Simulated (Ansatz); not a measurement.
Geometry relaxation of SiH₄O₂ (part 1 of 2)

System: SiH₄O₂.
Method: RKS B3LYP-D4/def2-SVP (Ansatz 0.2.0).

It belongs to a series of runs on one base structure; here: start relaxed.

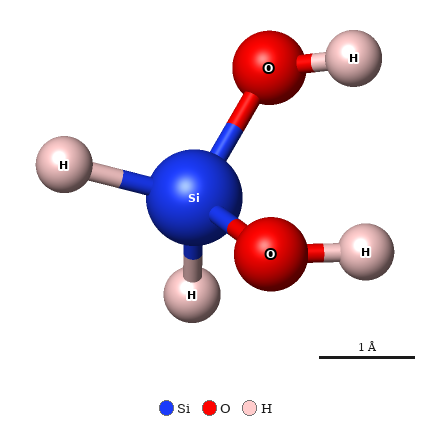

The structure as given in the input (ball-and-stick view, seen at a tilt). Bond lengths as drawn: H–O 1.01 Å, H–Si 1.46 Å and O–Si 1.68 Å.

## Input file
```yaml
crystal:
  periodic: [false, false, false]
  atoms:
    - { symbol: Si, position_ang: [0.0, 0.0, 0.0] }
    - { symbol: O, position_ang: [0.0, 0.0, 1.68] }
    - { symbol: H, position_ang: [-0.9095, -0.2814, 2.0171] }
    - { symbol: H, position_ang: [1.3768, 0.0, -0.4862] }
    - { symbol: H, position_ang: [-0.6877, 1.1914, -0.4862] }
    - { symbol: O, position_ang: [-0.7913, -1.3709, -0.5594] }
    - { symbol: H, position_ang: [-1.2459, -1.8365, 0.2129] }
basis:
  gaussian: { orbitals: def2-SVP }
hamiltonian:
  xc: b3lyp
  dispersion: d4
relax:
  f_tol: 0.02
  max_steps: 40
output:
  orbitals: {}
```

Machine: 2 threads of Arm Neoverse V2, 24 GiB of memory available, shared host.

Launched with:
```bash
ansatz run input.yaml --threads 2 --pin off --max-ram 3072MiB --backend cpu --events-out ev --progress --plain --runs-dir out
```

## The program's output
```
The last accepted step is kept in [file] (removed where the run ends without a failure and the disk answers)
Engine: ansatz 0.2.0, aarch64-unknown-linux-gnu
Functional definition: B3LYP
  parameter a0 = 0.2
  parameter ax = 0.72
  parameter ac = 0.81
  exchange = (1 - a0 - ax)*slater_x + ax*b88_x + a0*exact_x
  correlation = (1 - ac)*vwn_rpa_c + ac*lyp_c
668 factors; integrals over basis functions are off by at most 5.5e-4 eV
mean field evaluation 1: about -12026.1477 eV, gradient 6.5e1 eV
mean field evaluation 2: about -12013.4720 eV, gradient 1.1e2 eV
mean field evaluation 4: about -12033.4952 eV, gradient 1.0e0 eV
mean field evaluation 8: about -12033.4947 eV, gradient 2.0e-2 eV
mean field -12033.49473789 eV, -442.2227750218 hartree, gradient 5.2e-5 eV, S^2 0.000000; 0 other end points of the search recorded, 0 dependent functions left out
the calculation of the forces begins
reference -12033.49494627 eV, -442.2227826796 hartree; 17, 17 occupied and 49, 49 virtual orbitals, 668 factors
relax step   1: F+E_penalty+E_count = -12033.64715893 eV  Δ(F+E_penalty+E_count) = +0.000e0 eV  max|allowed force component| = 1.776e0 eV/Å  Δτ_max = 0.0000 Å  (22 SCF iters, accepted)
these checks for a lower state are left out or cut short: starts, cluster_reference, orbital_swaps, neighbouring_geometries, increment
668 factors; integrals over basis functions are off by at most 6.0e-4 eV
mean field evaluation 16: about -12033.6303 eV, gradient 1.3e-1 eV
mean field -12033.63040100 eV, -442.2277605489 hartree, gradient 9.1e-6 eV, S^2 0.000000; 0 other end points of the search recorded, 0 dependent functions left out
the calculation of the forces begins
reference -12033.63060867 eV, -442.2277681807 hartree; 17, 17 occupied and 49, 49 virtual orbitals, 668 factors
relax step   2: F+E_penalty+E_count = -12033.78254243 eV  Δ(F+E_penalty+E_count) = -1.354e-1 eV  max|allowed force component| = 1.243e0 eV/Å  Δτ_max = 0.1263 Å  (28 SCF iters, accepted)
these checks for a lower state are left out or cut short: starts, cluster_reference, orbital_swaps, neighbouring_geometries, increment
668 factors; integrals over basis functions are off by at most 6.3e-4 eV
mean field -12033.68714570 eV, -442.2298458784 hartree, gradient 8.6e-5 eV, S^2 0.000000; 0 other end points of the search recorded, 0 dependent functions left out
the calculation of the forces begins
reference -12033.68735192 eV, -442.2298534568 hartree; 17, 17 occupied and 49, 49 virtual orbitals, 668 factors
relax step   3: F+E_penalty+E_count = -12033.83918861 eV  Δ(F+E_penalty+E_count) = -5.665e-2 eV  max|allowed force component| = 5.224e-1 eV/Å  Δτ_max = 0.1040 Å  (23 SCF iters, accepted)
these checks for a lower state are left out or cut short: starts, cluster_reference, orbital_swaps, neighbouring_geometries, increment
668 factors; integrals over basis functions are off by at most 6.3e-4 eV
mean field evaluation 32: about -12033.7183 eV, gradient 1.1e-5 eV
mean field -12033.71826843 eV, -442.2309896175 hartree, gradient 1.1e-5 eV, S^2 0.000000; 0 other end points of the search recorded, 0 dependent functions left out
the calculation of the forces begins
reference -12033.71847535 eV, -442.2309972216 hartree; 17, 17 occupied and 49, 49 virtual orbitals, 668 factors
relax step   4: F+E_penalty+E_count = -12033.87014730 eV  Δ(F+E_penalty+E_count) = -3.096e-2 eV  max|allowed force component| = 5.727e-1 eV/Å  Δτ_max = 0.1269 Å  (26 SCF iters, accepted)
these checks for a lower state are left out or cut short: starts, cluster_reference, orbital_swaps, neighbouring_geometries, increment
668 factors; integrals over basis functions are off by at most 6.3e-4 eV
mean field -12033.73212069 eV, -442.2314986788 hartree, gradient 3.8e-5 eV, S^2 0.000000; 0 other end points of the search recorded, 0 dependent functions left out
the calculation of the forces begins
reference -12033.73232681 eV, -442.2315062535 hartree; 17, 17 occupied and 49, 49 virtual orbitals, 668 factors
relax step   5: F+E_penalty+E_count = -12033.88438932 eV  Δ(F+E_penalty+E_count) = -1.424e-2 eV  max|allowed force component| = 2.044e-1 eV/Å  Δτ_max = 0.0469 Å  (23 SCF iters, accepted)
these checks for a lower state are left out or cut short: starts, cluster_reference, orbital_swaps, neighbouring_geometries, increment
668 factors; integrals over basis functions are off by at most 6.4e-4 eV
mean field -12033.77630927 eV, -442.2331225792 hartree, gradient 1.9e-5 eV, S^2 0.000000; 0 other end points of the search recorded, 0 dependent functions left out
the calculation of the forces begins
reference -12033.77651398 eV, -442.2331301020 hartree; 17, 17 occupied and 49, 49 virtual orbitals, 668 factors
relax step   6: F+E_penalty+E_count = -12033.92821649 eV  Δ(F+E_penalty+E_count) = -4.383e-2 eV  max|allowed force component| = 2.027e-1 eV/Å  Δτ_max = 0.2000 Å  (27 SCF iters, accepted)
these checks for a lower state are left out or cut short: starts, cluster_reference, orbital_swaps, neighbouring_geometries, increment
668 factors; integrals over basis functions are off by at most 6.4e-4 eV
mean field -12033.63677658 eV, -442.2279948475 hartree, gradient 2.1e-5 eV, S^2 0.000000; 0 other end points of the search recorded, 0 dependent functions left out
the calculation of the forces begins
reference -12033.63698449 eV, -442.2280024879 hartree; 17, 17 occupied and 49, 49 virtual orbitals, 668 factors
relax step   7: F+E_penalty+E_count = -12033.78851633 eV  Δ(F+E_penalty+E_count) = +1.397e-1 eV  max|allowed force component| = 2.863e0 eV/Å  Δτ_max = 0.1957 Å  (27 SCF iters, rejected (line search))
these checks for a lower state are left out or cut short: starts, cluster_reference, orbital_swaps, neighbouring_geometries, increment
668 factors; integrals over basis functions are off by at most 6.3e-4 eV
mean field -12033.79614382 eV, -442.2338514856 hartree, gradient 2.2e-5 eV, S^2 0.000000; 0 other end points of the search recorded, 0 dependent functions left out
the calculation of the forces begins
reference -12033.79634844 eV, -442.2338590050 hartree; 17, 17 occupied and 49, 49 virtual orbitals, 668 factors
relax step   8: F+E_penalty+E_count = -12033.94786686 eV  Δ(F+E_penalty+E_count) = -1.965e-2 eV  max|allowed force component| = 1.509e-1 eV/Å  Δτ_max = 0.0974 Å  (27 SCF iters, accepted)
these checks for a lower state are left out or cut short: starts, cluster_reference, orbital_swaps, neighbouring_geometries, increment
668 factors; integrals over basis functions are off by at most 6.2e-4 eV
mean field -12033.80754837 eV, -442.2342705948 hartree, gradient 1.4e-5 eV, S^2 0.000000; 0 other end points of the search recorded, 0 dependent functions left out
the calculation of the forces begins
reference -12033.80775212 eV, -442.2342780827 hartree; 17, 17 occupied and 49, 49 virtual orbitals, 668 factors
relax step   9: F+E_penalty+E_count = -12033.95907263 eV  Δ(F+E_penalty+E_count) = -1.121e-2 eV  max|allowed force component| = 8.033e-2 eV/Å  Δτ_max = 0.0997 Å  (26 SCF iters, accepted)
these checks for a lower state are left out or cut short: starts, cluster_reference, orbital_swaps, neighbouring_geometries, increment
668 factors; integrals over basis functions are off by at most 6.1e-4 eV
mean field evaluation 64: about -12033.7713 eV, gradient 3.7e0 eV
mean field -12033.81097319 eV, -442.2343964546 hartree, gradient 3.3e-5 eV, S^2 0.000000; 0 other end points of the search recorded, 0 dependent functions left out
the calculation of the forces begins
reference -12033.81117658 eV, -442.2344039291 hartree; 17, 17 occupied and 49, 49 virtual orbitals, 668 factors
relax step  10: F+E_penalty+E_count = -12033.96239068 eV  Δ(F+E_penalty+E_count) = -3.318e-3 eV  max|allowed force component| = 1.239e-2 eV/Å  Δτ_max = 0.0695 Å  (22 SCF iters, accepted)
these checks for a lower state are left out or cut short: starts, cluster_reference, orbital_swaps, neighbouring_geometries, increment
668 factors; integrals over basis functions are off by at most 6.0e-4 eV
mean field -12033.81131430 eV, -442.2344089901 hartree, gradient 9.8e-6 eV, S^2 0.000000; 0 other end points of the search recorded, 0 dependent functions left out
the calculation of the forces begins
reference -12033.81151765 eV, -442.2344164631 hartree; 17, 17 occupied and 49, 49 virtual orbitals, 668 factors
relax step  11: F+E_penalty+E_count = -12033.96265341 eV  Δ(F+E_penalty+E_count) = -2.627e-4 eV  max|allowed force component| = 1.122e-1 eV/Å  Δτ_max = 0.0319 Å  (22 SCF iters, accepted)
these checks for a lower state are left out or cut short: starts, cluster_reference, orbital_swaps, neighbouring_geometries, increment
668 factors; integrals over basis functions are off by at most 6.0e-4 eV
mean field -12033.81151121 eV, -442.2344162265 hartree, gradient 1.6e-5 eV, S^2 0.000000; 0 other end points of the search recorded, 0 dependent functions left out
the calculation of the forces begins
reference -12033.81171440 eV, -442.2344236938 hartree; 17, 17 occupied and 49, 49 virtual orbitals, 668 factors
relax step  12: F+E_penalty+E_count = -12033.96282441 eV  Δ(F+E_penalty+E_count) = -1.710e-4 eV  max|allowed force component| = 5.000e-3 eV/Å  Δτ_max = 0.0075 Å  (24 SCF iters, accepted)
```

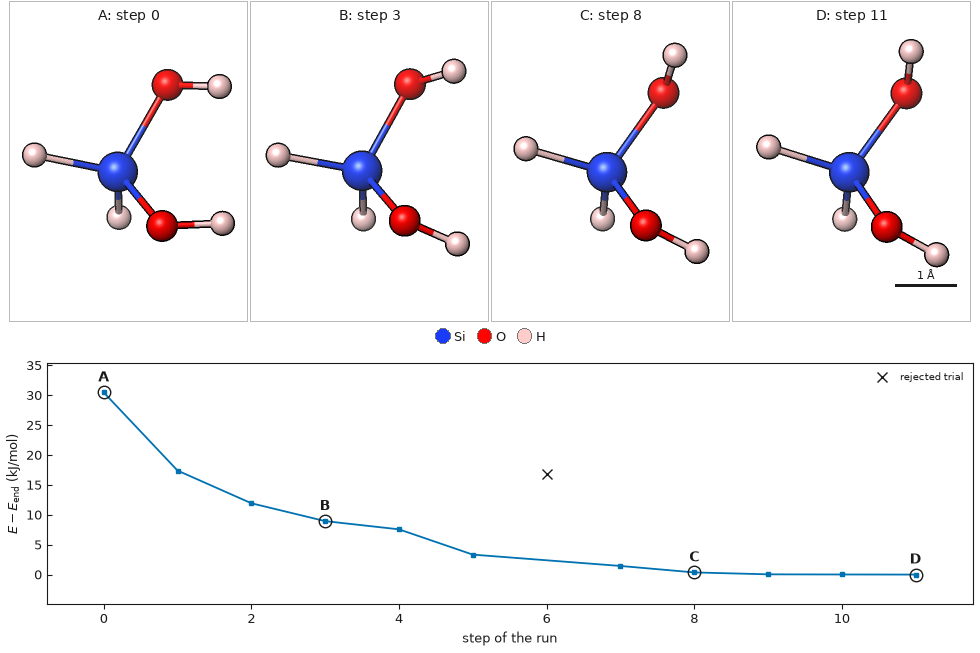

Frames of the relaxation (ball-and-stick view, seen at a tilt) above the curves, on which the letters mark them (the first geometry is step 0 here and step 1 in the log).

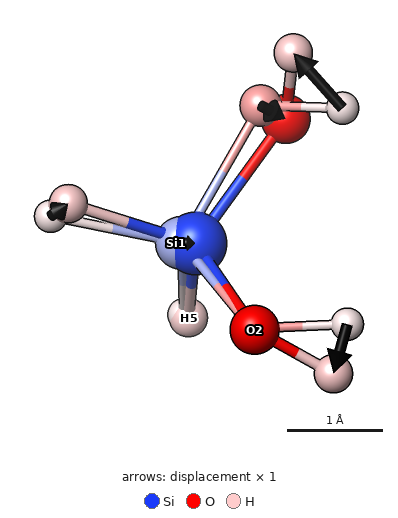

Start (faint) and end (solid) with the displacements as black arrows, at true length (ball-and-stick view, seen at a tilt). The two geometries are laid on each other by the best rigid fit. Over 11 geometry steps the energy falls by 30.5 kJ/mol. Largest force component: 1.8 eV/Å at the start, 0.005 eV/Å at the end. The line search rejected the trial step at point 6 (counted from 0) and went back. The atom that moves furthest after the best rigid fit is H7 (0.78 Å). By element the largest moves are H 0.78 Å, O 0.34 Å, Si 0.14 Å. Distances before and after: O2–H3 1.010 → 0.965 Å, Si1–H4 1.460 → 1.486 Å, Si1–O2 1.680 → 1.665 Å, Si1–O6 1.679 → 1.665 Å. Among the angles that change: Si1–O2–H3 109.5° → 116.9°, Si1–O6–H7 109.5° → 116.9°, O2–Si1–H4 109.5° → 104.1°. (Atoms are counted from 1 in the order of the input.)
